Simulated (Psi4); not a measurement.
**GeH3O2F (SMILES [OH][GeH]([OH])[F]) at PBE0/def2-SVP**

What is the energy change on altering one bond length of GeH3O2F at PBE0/def2-SVP? 

The results are computed with Psi4 1.11.

2 further runs of the same task are left out: 2 set aside as unsound or not needed. Runs told in other sessions of the task aren't counted.

## Step 1: Starting point

GeH3O2F: 7 atoms, total charge 0, spin state singlet. SMILES: `[OH][GeH]([OH])[F]`. Geometry: relaxed at PBE0-D4/def2-TZVP. This is one conformer, not always the lowest.

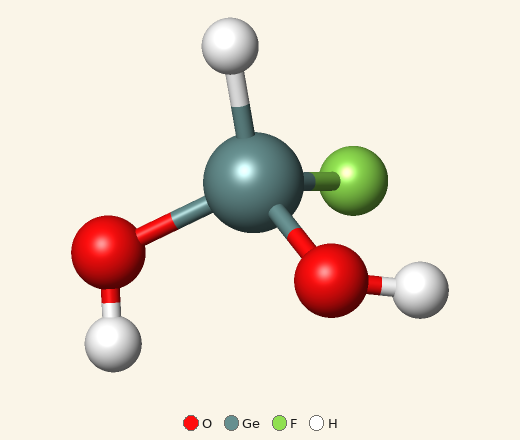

The structure, seen from a chosen angle (oxygen red, germanium teal, fluorine green, hydrogen white).

## Step 2: Energy and forces at PBE0/def2-SVP

job.json reads:

```json
{
  "schema_name": "qcschema_input",
  "schema_version": 1,
  "molecule": {
    "schema_name": "qcschema_molecule",
    "schema_version": 2,
    "symbols": ["O", "Ge", "O", "F", "H", "H", "H"],
    "geometry": [-0.66688435, 2.1548547, -1.62384166, -0.20314556, -0.05064466, 0.81711758, 2.8689822, -1.23966034, 0.58127976, -2.38162183, -2.42735321, 0.213917, -2.28505683, 1.96871668, -2.42621937, -0.62625524, 0.91802895, 3.49126902, 3.40982182, -1.45263247, -1.13969383],
    "molecular_charge": 0,
    "molecular_multiplicity": 1,
    "fix_symmetry": "c1"
  },
  "driver": "gradient",
  "model": {
    "method": "pbe0",
    "basis": "def2-SVP"
  },
  "keywords": {
    "puream": true,
    "e_convergence": 1e-09,
    "d_convergence": 1e-08,
    "scf_type": "pk",
    "dft_radial_points": 99,
    "dft_spherical_points": 590
  }
}
```

On the command line:

```console
$ psi4 --qcschema job.json -n 1 --memory 2200MB
```

stdout (excerpt; [...] marks lines left out):

```text
[...]
  Running in c1 symmetry.
[...]
  Nuclear repulsion =  327.327915151877448
[...]
  Multiplicity = 1
[...]
  Nalpha       = 30
  Nbeta        = 30
[...]
    Number of basis functions: 89
[...]
   @RKS iter   1: -2326.97966350104844   -2.41809e+00   2.66037e-02 DIIS/ADIIS
[...]
   @RKS iter  12: -2328.20705184440158    3.18323e-12   1.64462e-09 DIIS
[...]
    Orbital Energies [Eh]
    ---------------------
    Doubly Occupied:
       1A   -399.109366     2A    -49.946433     3A    -44.441450
       4A    -44.440760     5A    -44.440260     6A    -24.743651
       7A    -19.224185     8A    -19.223444     9A     -6.338643
      10A     -4.497671    11A     -4.495940    12A     -4.493558
      13A     -1.306586    14A     -1.299716    15A     -1.292943
      16A     -1.290493    17A     -1.290162    18A     -1.150596
      19A     -1.022313    20A     -1.001853    21A     -0.605387
      22A     -0.524397    23A     -0.494972    24A     -0.448773
      25A     -0.428151    26A     -0.401941    27A     -0.386042
      28A     -0.367599    29A     -0.347666    30A     -0.337398
[...]
  @RKS Final Energy: -2328.20705184440158
   => Energetics <=
    Nuclear Repulsion Energy =            327.3279151518774484
    One-Electron Energy =               -3895.2593890607345202
    Two-Electron Energy =                1320.8892871570487841
    DFT Exchange-Correlation Energy =     -81.1648650925933026
    Empirical Dispersion Energy =           0.0000000000000000
    VV10 Nonlocal Energy =                  0.0000000000000000
    Total Energy =                      -2328.2070518444015761
[...]
 Multipole Moments:
 ------------------------------------------------------------------------------------
     Multipole            Electronic (a.u.)      Nuclear  (a.u.)        Total (a.u.)
 ------------------------------------------------------------------------------------
 L = 1.  Multiply by 2.5417464519 to convert [e a0] to [Debye]
 Dipole X            :         -1.8672381            1.6887256           -0.1785126
 Dipole Y            :         -0.7974081            1.1295519            0.3321439
 Dipole Z            :          2.4287333           -2.7204787           -0.2917454
 Magnitude           :                                                    0.4767616
[...]
  -Total Gradient:
     Atom            X                  Y                   Z
    ------   -----------------  -----------------  -----------------
       1       -0.002777890937    -0.000614365540    -0.000804838730
       2       -0.000751576073    -0.001076380105    -0.001651503347
       3        0.000311302441    -0.000193572627    -0.002991463153
       4        0.001151774052     0.001188564090     0.000696043422
       5        0.003179690521     0.000247391122     0.001696275777
       6       -0.000154926198     0.000043579360    -0.000003109817
       7       -0.001006612495     0.000455462923     0.003066365209
[...]
```

The result, in JSON:

```text
{
 "driver": "gradient",
 "model": {
  "method": "pbe0",
  "basis": "def2-SVP"
 },
 "success": true,
 "return_result": [-0.002777890936662808, -0.0006143655398406223, -0.0008048387295543739, -0.0007515760731816312, -0.0010763801048157932, -0.00165150334720654, 0.0003113024410870968, -0.00019357262723823654, -0.0029914631532081404, 0.0011517740519354225, 0.0011885640898697536, 0.000696043422055953, 0.003179690520655698, 0.00024739112241126127, 0.0016962757766141867, -0.0001549261979915499, 4.3579360253502564e-05, -3.1098173158689013e-06, -0.0010066124954682398, 0.00045546292275379374, 0.003066365209485278],
 "properties": {
  "calcinfo_nbasis": 89,
  "calcinfo_nmo": 89,
  "calcinfo_nalpha": 30,
  "calcinfo_nbeta": 30,
  "calcinfo_natom": 7,
  "nuclear_repulsion_energy": 327.32791515187745,
  "return_energy": -2328.2070518444016,
  "return_gradient": [-0.002777890936662808, -0.0006143655398406223, -0.0008048387295543739, -0.0007515760731816312, -0.0010763801048157932, -0.00165150334720654, 0.0003113024410870968, -0.00019357262723823654, -0.0029914631532081404, 0.0011517740519354225, 0.0011885640898697536, 0.000696043422055953, 0.003179690520655698, 0.00024739112241126127, 0.0016962757766141867, -0.0001549261979915499, 4.3579360253502564e-05, -3.1098173158689013e-06, -0.0010066124954682398, 0.00045546292275379374, 0.003066365209485278],
  "scf_one_electron_energy": -3895.2593890607345,
  "scf_two_electron_energy": 1320.8892871570488,
  "scf_xc_energy": -81.1648650925933,
  "scf_dipole_moment": [-0.17851255849470848, 0.33214385959286785, -0.29174535598230866],
  "scf_total_energy": -2328.2070518444016,
  "scf_total_gradient": [-0.002777890936662808, -0.0006143655398406223, -0.0008048387295543739, -0.0007515760731816312, -0.0010763801048157932, -0.00165150334720654, 0.0003113024410870968, -0.00019357262723823654, -0.0029914631532081404, 0.0011517740519354225, 0.0011885640898697536, 0.000696043422055953, 0.003179690520655698, 0.00024739112241126127, 0.0016962757766141867, -0.0001549261979915499, 4.3579360253502564e-05, -3.1098173158689013e-06, -0.0010066124954682398, 0.00045546292275379374, 0.003066365209485278],
  "scf_iterations": 12
 }
}
```

Run time: 21 s. Hardware: 1 thread of Intel Xeon Platinum 8488C (Sapphire Rapids), shared host; peak memory 1.1 GiB.

## Step 3: The distorted shape: the energy at PBE0/def2-SVP

calc.dat reads:

```
memory 2200 mb

molecule m {
  0 1
  O      0.569370     2.146492    -0.603932
  Ge     0.814770     0.979392     0.687768
  O      2.440470     0.350192     0.562968
  F     -1.260300    -1.284500     0.113200
  H     -0.286930     2.047992    -1.028532
  H      0.590870     1.491992     2.102868
  H      2.726670     0.237492    -0.347732
  units angstrom
  symmetry c1
  no_reorient
  no_com
}

set globals {
  basis def2-SVP
  puream true
  e_convergence 1e-09
  d_convergence 1e-08
  scf_type pk
  dft_radial_points 99
  dft_spherical_points 590
}

result, w = energy('pbe0', return_wfn=True)
```

On the command line:

```console
$ psi4 calc.dat calc.out -n 1
```

calc.out (excerpt; [...] marks lines left out):

```text
[...]
  Running in c1 symmetry.
[...]
  Nuclear repulsion =  278.769474699816669
[...]
  Multiplicity = 1
[...]
  Nalpha       = 30
  Nbeta        = 30
[...]
    Number of basis functions: 89
[...]
   @RKS iter   1: -2326.75581668921268   -2.63791e+00   2.65699e-02 DIIS/ADIIS
[...]
   @RKS iter  17: -2328.03200163101883   -2.72848e-12   6.47143e-09 DIIS
[...]
    Orbital Energies [Eh]
    ---------------------
    Doubly Occupied:
       1A   -399.167791     2A    -50.005554     3A    -44.501728
       4A    -44.499178     5A    -44.498675     6A    -24.612421
       7A    -19.276713     8A    -19.275528     9A     -6.393541
      10A     -4.554246    11A     -4.549291    12A     -4.546963
      13A     -1.352726    14A     -1.350313    15A     -1.346014
      16A     -1.344085    17A     -1.342696    18A     -1.071420
      19A     -1.048513    20A     -0.972796    21A     -0.645306
      22A     -0.568273    23A     -0.497238    24A     -0.455366
      25A     -0.423464    26A     -0.400739    27A     -0.385688
      28A     -0.264900    29A     -0.259009    30A     -0.258860
[...]
  @RKS Final Energy: -2328.03200163101883
   => Energetics <=
    Nuclear Repulsion Energy =            278.7694746998166693
    One-Electron Energy =               -3796.9147816541403699
    Two-Electron Energy =                1271.1610049801256537
    DFT Exchange-Correlation Energy =     -81.0476996568207397
    Empirical Dispersion Energy =           0.0000000000000000
    VV10 Nonlocal Energy =                  0.0000000000000000
    Total Energy =                      -2328.0320016310188294
[...]
 Multipole Moments:
 ------------------------------------------------------------------------------------
     Multipole            Electronic (a.u.)      Nuclear  (a.u.)        Total (a.u.)
 ------------------------------------------------------------------------------------
 L = 1.  Multiply by 2.5417464519 to convert [e a0] to [Debye]
 Dipole X            :        -77.8656924           79.0647616            1.1990692
 Dipole Y            :        -80.4296741           82.2616528            1.8319788
 Dipole Z            :        -44.2892169           44.2692307           -0.0199862
 Magnitude           :                                                    2.1895919
[...]
```

Wall time 17 s (1 thread of Intel Xeon Platinum 8488C (Sapphire Rapids), shared host); peak memory 1 GiB.

## Step 4: Summary of results

At PBE0/def2-SVP:

| quantity | value |
| --- | --- |
| first shape: total energy | -2328.20705 Eh |
| first shape: dipole moment | 1.21 D |
| first shape: HOMO energy | -9.18 eV |
| first shape: LUMO energy | 0.48 eV |
| first shape: HOMO–LUMO gap | 9.66 eV |
| first shape: largest force on an atom | 0.186 eV/Å |
| distorted shape: total energy | -2328.03200 Eh |
| distorted shape: dipole moment | 5.57 D |
| distorted shape: HOMO energy | -7.04 eV |
| distorted shape: LUMO energy | -3.98 eV |
| distorted shape: HOMO–LUMO gap | 3.07 eV |
| energy change with the Ge2–F4 bond stretched from 1.736 to 3.124 Å | 4.763 eV |

One bond (distorted shape) is far stretched, which a spin-restricted single reference describes badly; a broken-symmetry solution may lie lower. With the Ge2–F4 bond stretched from 1.736 to 3.124 Å the energy rises by 4.76 eV (110 kcal/mol). The first shape isn't relaxed at this level, so the change isn't measured from a minimum. A restricted reference can't describe the breaking bond well at this length.
